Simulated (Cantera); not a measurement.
Feed: 1 mol CH₃OH, 1.5 mol NH₃, 1.4 mol N₂, at 875 K.

Equilibrium computed with Cantera from the NASA thermochemical tables; the gas is ideal and each condensed phase is pure. Candidate condensed phases: C, C₆H₆, C₇H₈, C₈H₁₈, H₂O; 136 gas species. The ideal-gas law is rough above about 30 bar. The numbers say what is thermodynamically allowed, not how fast it happens.

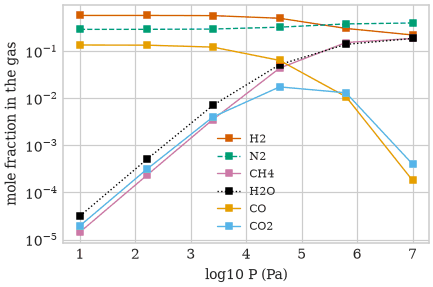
Figure: Equilibrium gas composition (values under 1e-9 drawn at 1e-9)

From 10.0 Pa to 0.400 bar the condensed part is C(graphite). From 6.30 bar to 100 bar nothing is condensed. The main C-bearing gas is CO at 10.0 Pa and CH₄ at 100 bar.
